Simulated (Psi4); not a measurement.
# AlH3 (SMILES [H][Al]([H])[H]) at M06-2X/def2-TZVP (sweep point 8)

What is the vertical ionisation energy of AlH3 at M06-2X/def2-TZVP (sweep point 8)? 

Program for the calculation: Psi4 1.11.

**1. The system as given**

AlH3 has 4 atoms, charge 0, and is taken as a singlet. As SMILES, `[H][Al]([H])[H]`. The shape comes from GFN2-xTB, which is rough for such elements, and wasn't checked as a minimum.

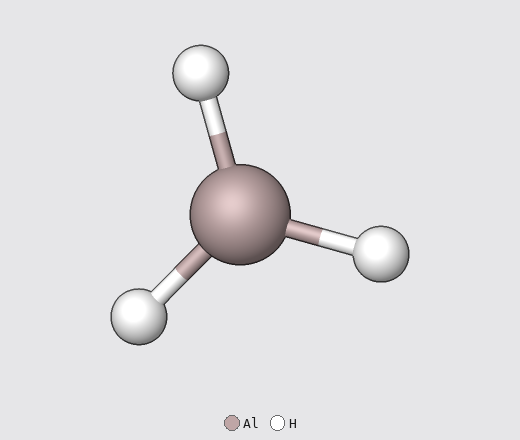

Viewed from a chosen angle; aluminium light grey, hydrogen white.

**2. The energy at M06-2X/def2-TZVP (sweep point 8)**

calc.py reads:

```python
import psi4

psi4.set_memory(1600000000)
psi4.set_num_threads(1)
psi4.set_output_file('alh3.out', False)

mol = psi4.geometry("""
0 1
Al    -0.000010    -0.000020     0.000020
H      1.552650    -0.030520     0.014610
H     -0.749810     1.359840    -0.019120
H     -0.802830    -1.329300     0.004480
symmetry c1
""")

psi4.set_options({
    'basis': 'def2-TZVP',
    'puream': True,
    'scf_type': 'pk',
    'dft_radial_points': 99,
    'dft_spherical_points': 590,
})

result = psi4.energy("M06-2X")
print('E =', round(result, 9))
```

Started as:

```sh
$ python calc.py
```

alh3.out, shortened:

```text
[...]
  Running in c1 symmetry.
[...]
  Nuclear repulsion =   13.879459646128723
[...]
  Multiplicity = 1
[...]
  Nalpha       = 8
  Nbeta        = 8
[...]
    Number of basis functions: 55
[...]
   @RKS iter   1:  -244.15481463170966   -4.59908e-01   3.76809e-03 DIIS/ADIIS
[...]
   @RKS iter   6:  -244.16901379233420   -8.61678e-09   7.48278e-08 DIIS
[...]
    Orbital Energies [Eh]
    ---------------------
    Doubly Occupied:
       1A    -56.836192     2A     -4.371832     3A     -2.877901
       4A     -2.872192     5A     -2.872191     6A     -0.486657
       7A     -0.359045     8A     -0.359037
[...]
  @RKS Final Energy:  -244.16901379233420
   => Energetics <=
    Nuclear Repulsion Energy =             13.8794596461287227
    One-Electron Energy =                -366.4158427683397008
    Two-Electron Energy =                 117.7305935785335009
    DFT Exchange-Correlation Energy =      -9.3632242486567385
    Empirical Dispersion Energy =           0.0000000000000000
    VV10 Nonlocal Energy =                  0.0000000000000000
    Total Energy =                       -244.1690137923341979
[...]
 Multipole Moments:
 ------------------------------------------------------------------------------------
     Multipole            Electronic (a.u.)      Nuclear  (a.u.)        Total (a.u.)
 ------------------------------------------------------------------------------------
 L = 1.  Multiply by 2.5417464519 to convert [e a0] to [Debye]
 Dipole X            :         -0.0000720            0.0000350           -0.0000371
 Dipole Y            :         -0.0001302            0.0000699           -0.0000602
 Dipole Z            :          0.0001335           -0.0000787            0.0000549
 Magnitude           :                                                    0.0000895
[...]
```

On the terminal:

```text
E = -244.169013792
```

It took 6.9 s on 1 thread of Intel Xeon Platinum 8375C at 2.90GHz (Ice Lake), shared host; peak memory 1.1 GiB.

**3. The doublet cation**

calc.py reads:

```python
import psi4

psi4.set_memory('1600 MB')
psi4.set_num_threads(1)
psi4.core.set_output_file('psi4.out', False)

geom = psi4.geometry("""
1 2
Al    -0.000010    -0.000020     0.000020
H      1.552650    -0.030520     0.014610
H     -0.749810     1.359840    -0.019120
H     -0.802830    -1.329300     0.004480
symmetry c1
""")

options = {'basis': 'def2-TZVP', 'reference': 'uks', 'puream': True, 'scf_type': 'pk', 'dft_radial_points': 99, 'dft_spherical_points': 590, 'maxiter': 100}
psi4.set_options(options)

e = psi4.energy("m06-2x")
print(f'total energy {e:.8f} hartree = {e * 27.211386:.5f} eV')
```

Started as:

```sh
$ python calc.py
```

psi4.out, shortened:

```text
[...]
  Running in c1 symmetry.
[...]
  Nuclear repulsion =   13.879459646128723
[...]
  Multiplicity = 2
[...]
  Nalpha       = 8
  Nbeta        = 7
[...]
    Number of basis functions: 55
[...]
   @UKS iter   1:  -243.73145836400207   -3.65516e-02   3.39590e-03 DIIS/ADIIS
[...]
   @UKS iter  20:  -243.75260441280290   -6.05837e-09   1.51174e-07 DIIS
[...]
   @S^2 Observed:                7.726390246E-01
[...]
    Orbital Energies [Eh]
    ---------------------
    Alpha Occupied:
       1A    -57.147590     2A     -4.679642     3A     -3.185450
       4A     -3.183784     5A     -3.177722     6A     -0.810785
       7A     -0.720055     8A     -0.615144
    Alpha Virtual:
       9A     -0.279023    10A     -0.185128    11A     -0.148068
      12A     -0.140859    13A     -0.072851    14A     -0.060405
      15A     -0.046671    16A     -0.026510    17A     -0.015405
      18A      0.013970    19A      0.082510    20A      0.112065
      21A      0.125542    22A      0.179550    23A      0.245305
      24A      0.275780    25A      0.418621    26A      0.456977
[...]
  @UKS Final Energy:  -243.75260441280290
   => Energetics <=
    Nuclear Repulsion Energy =             13.8794596461287227
    One-Electron Energy =                -361.5512108455071711
    Two-Electron Energy =                 113.1352753093083265
    DFT Exchange-Correlation Energy =      -9.2161285227327934
    Empirical Dispersion Energy =           0.0000000000000000
    VV10 Nonlocal Energy =                  0.0000000000000000
    Total Energy =                       -243.7526044128028957
[...]
 Multipole Moments:
 ------------------------------------------------------------------------------------
     Multipole            Electronic (a.u.)      Nuclear  (a.u.)        Total (a.u.)
 ------------------------------------------------------------------------------------
 L = 1.  Multiply by 2.5417464519 to convert [e a0] to [Debye]
 Dipole X            :          0.3725330            0.0000350            0.3725680
 Dipole Y            :          0.6153203            0.0000699            0.6153903
 Dipole Z            :         -0.0019668           -0.0000787           -0.0020455
 Magnitude           :                                                    0.7193860
[...]
```

Standard output:

```text
total energy -243.75260441 hartree = -6632.84621 eV
```

Wall time 22 s (1 thread of Intel Xeon Platinum 8375C at 2.90GHz (Ice Lake), shared host); peak memory 1.1 GiB.

**4. Results**

Level: M06-2X/def2-TZVP (sweep point 8).

| quantity | value |
| --- | --- |
| singlet AlH3: total energy | -244.16901 Eh |
| singlet AlH3: dipole moment | 0.00 D |
| singlet AlH3: HOMO energy | -9.77 eV |
| singlet AlH3: LUMO energy | -1.17 eV |
| singlet AlH3: HOMO–LUMO gap | 8.60 eV |
| doublet cation: total energy | -243.75260 Eh |
| doublet cation: HOMO energy (highest over α and β) | -16.18 eV |
| doublet cation: LUMO energy (lowest over α and β) | -12.97 eV |
| doublet cation: ⟨S²⟩ | 0.773 |
| vertical ionisation energy (to the doublet cation) | 11.331 eV |

Removing an electron at fixed nuclei costs 11.33 eV (261 kcal/mol). −ε(HOMO) before ionisation, 9.77 eV, is 1.56 eV below this ionisation energy.
